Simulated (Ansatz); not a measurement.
# Appearance energy of a fragment ion: GeH3(CF3) → [CF3]+ + GeH3 + e⁻

Species: GeH3(CF3), singlet; [CF3]+ `F[C+](F)F`, singlet; GeH3 `[GeH3]`, doublet. 

Shapes, held fixed at every level: PBE0-D4/def2-TZVP. Programs: Ansatz 0.2.0. Electronic energies: no zero-point or thermal term.

| level | kind | ΔE (eV) | less CCSD(T)/def2-TZVPP |
| --- | --- | --- | --- |
| MP2/def2-SVP | perturbation theory | +11.85 | -0.41 |
| MP2/def2-TZVPP | perturbation theory | +12.25 | -0.01 |
| BHLYP-D4/def2-TZVPP | global hybrid | +12.34 | +0.08 |
| PBE0-D4/def2-TZVPP | global hybrid | +12.26 | 0.00 |
| wB97X-V/def2-TZVPP | range-separated hybrid | +12.42 | +0.16 |
| CCSD(T)/def2-SVP | coupled cluster or CI | +11.87 | -0.39 |
| CCSD/def2-TZVPP | coupled cluster or CI | +12.23 | -0.03 |
| CCSD(T)/def2-TZVPP | coupled cluster or CI | +12.26 | 0.00 |

The highest level, CCSD(T)/def2-TZVPP, gives ΔE = +12.26 eV; the levels span +11.85 to +12.42. The column of differences is taken from that level and isn't an error. No measured value is set beside it here. Open shells run unrestricted. Relativity is left out for Ge. Outer-core shells of Ge are correlated in most correlated rows, in sets that cover them unevenly. The onset seen in experiment also holds zero-point changes and kinetic shifts.

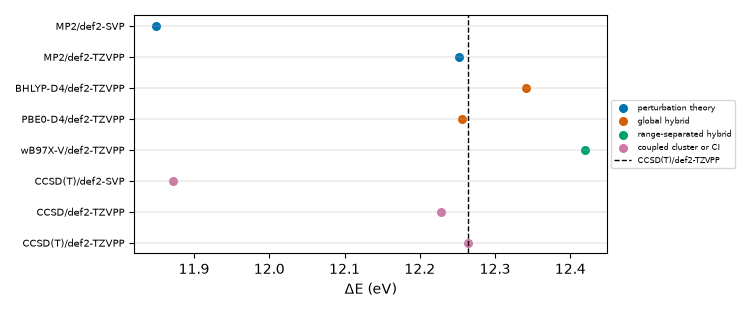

The values of the table, level by level.
